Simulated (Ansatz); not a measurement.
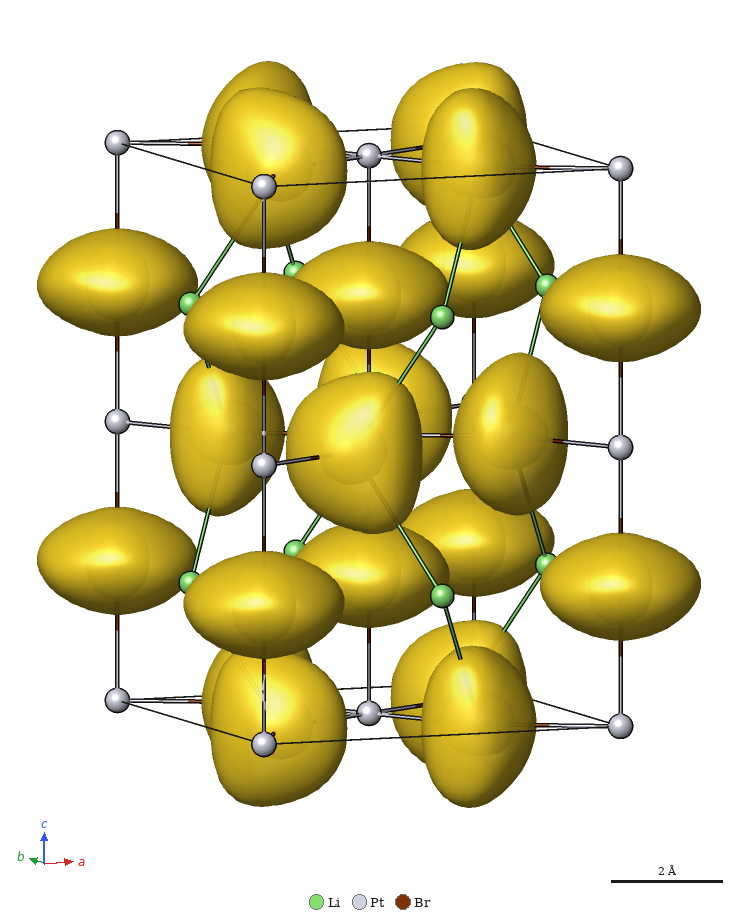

Figure. LiPtBr3. Isosurface of the ELF at 0.7 (yellow), seen slightly off an axis. Only the valence region is drawn (cores and ρ < 0.01 e/Å³ removed). Sticks mark near contacts.

Space group I4/mcm; a structure from a database of computed crystals, not necessarily the ambient phase; started from the SrTiO3-140 prototype, which need not be the ambient phase.

Method: DFT, PBEsol, plane waves, PAW (Ansatz).

```yaml
crystal:
  lattice:
    - [6.99702, 0.00000, 0.00000]
    - [0.00000, 6.99702, 0.00000]
    - [0.00000, 0.00000, 10.20200]
  atoms:
    - { symbol: Li, position: [0.00000, 0.50000, 0.25000] }
    - { symbol: Li, position: [0.50000, 0.00000, 0.75000] }
    - { symbol: Li, position: [0.50000, 0.00000, 0.25000] }
    - { symbol: Li, position: [0.00000, 0.50000, 0.75000] }
    - { symbol: Pt, position: [0.00000, 0.00000, 0.00000] }
    - { symbol: Pt, position: [0.50000, 0.50000, 0.50000] }
    - { symbol: Pt, position: [0.00000, 0.00000, 0.50000] }
    - { symbol: Pt, position: [0.50000, 0.50000, 0.00000] }
    - { symbol: Br, position: [0.32322, 0.82322, 0.00000] }
    - { symbol: Br, position: [0.82322, 0.32322, 0.50000] }
    - { symbol: Br, position: [0.17678, 0.32322, 0.00000] }
    - { symbol: Br, position: [0.67678, 0.82322, 0.50000] }
    - { symbol: Br, position: [0.32322, 0.17678, 0.50000] }
    - { symbol: Br, position: [0.82322, 0.67678, 0.00000] }
    - { symbol: Br, position: [0.67678, 0.17678, 0.00000] }
    - { symbol: Br, position: [0.17678, 0.67678, 0.50000] }
    - { symbol: Br, position: [0.00000, 0.00000, 0.75000] }
    - { symbol: Br, position: [0.50000, 0.50000, 0.25000] }
    - { symbol: Br, position: [0.00000, 0.00000, 0.25000] }
    - { symbol: Br, position: [0.50000, 0.50000, 0.75000] }
```

Question: Identify the bonds, lone pairs and shells in this picture.

Answer: At this value the surface marks out twelve regions wrapped around Br (the valence shell of each), counted in one cell of 20 atoms. Regions shared between cells count once. Profiles from the grid: Pt–Br (2.55 Å): the ELF is about 0.35 at the midpoint. Li–Br (3.09 Å): the ELF is about 0.75 at the midpoint (a closed-shell, largely ionic contact).
